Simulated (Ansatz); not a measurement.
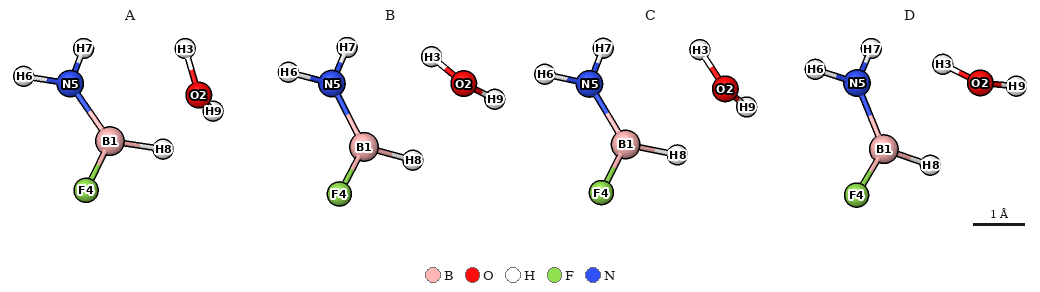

4 geometries from one relaxation of BNH₅OF, in shuffled order. A ball-and-stick model, seen at a tilt.

The run prepares an end point of a later path (reaction) calculation, from a guessed geometry.

These are results of RKS B3LYP/def2-SVP (Ansatz 0.2.0), not measurements. Set-up: no spin polarisation; force threshold 0.03 eV/Å; at most 50 steps.

> Put them in the order of the run, from the start to the converged end.

A, C, B, D. They are steps 0, 4, 7, 16, at +0.106 eV, +0.037 eV, +0.016 eV relative to the last. After 13 accepted moves (16 points after the start) the energy has fallen by 0.106 eV. The largest force component goes from 0.78 to 0.014 eV/Å. The line search rejected the trial steps at points 2, 8, 10 of the run. The atom that moves furthest after the best rigid fit is H9 (0.74 Å). By element the largest moves are H 0.74 Å, O 0.25 Å, B 0.24 Å, F 0.23 Å, N 0.17 Å. Near-neighbour distances that change, for instance: O2–H9 0.986 → 0.967 Å, B1–H8 1.199 → 1.206 Å, B1–N5 1.400 → 1.405 Å.
